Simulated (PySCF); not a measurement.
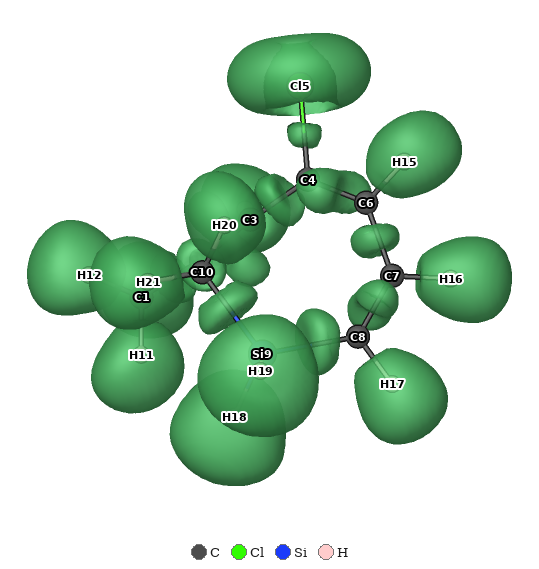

The picture shows: C$_{8}$H$_{11}$ClSi. Isosurface of the electron localisation function at 0.8 (green), seen at a tilt. Only the valence region is drawn (cores and ρ < 0.01 e/Å³ removed).

Geometry: GFN2-xTB.

These are results of PySCF, PBE0/pcSseg-1, SCF density, gas phase, non-relativistic, not measurements.

```xyz
21

C     2.4828   -0.1341    0.8404
C     1.2707    0.2089    0.0361
C     0.6650    1.3923    0.1540
C    -0.4857    1.8211   -0.6230
Cl   -0.1222    3.2233   -1.6169
C    -1.7462    1.3786   -0.6385
C    -2.3828    0.3712    0.1885
C    -1.9909   -0.8508    0.5620
Si   -0.5121   -1.8913    0.0728
C     0.7729   -0.8543   -0.8751
H     2.3244   -1.0755    1.3653
H     3.3425   -0.2654    0.1828
H     2.7158    0.6417    1.5651
H     1.0977    2.1606    0.7829
H    -2.4486    1.9262   -1.2576
H    -3.3681    0.7026    0.5114
H    -2.6926   -1.3897    1.1903
H     0.1131   -2.4317    1.2896
H    -0.9464   -3.0174   -0.7684
H     0.3044   -0.4170   -1.7550
H     1.5975   -1.4826   -1.2071
```

Identify the bonds, lone pairs and shells in this picture.

The surface consists of seven regions between bonded C–C atoms (shared pairs), one region between bonded C–Cl atoms (shared pairs), two regions between bonded C–Si atoms (shared pairs), eleven regions around hydrogen nuclei and one ring or bowl of non-bonding electrons around Cl. Along the contacts the grid gives the following. C–C (1.33 Å): the ELF peaks at about 0.90 between the atoms (a short, multiple covalent bond). C–Cl (1.76 Å): the ELF peaks at about 0.90 between the atoms, as expected for localised, covalent bonding.
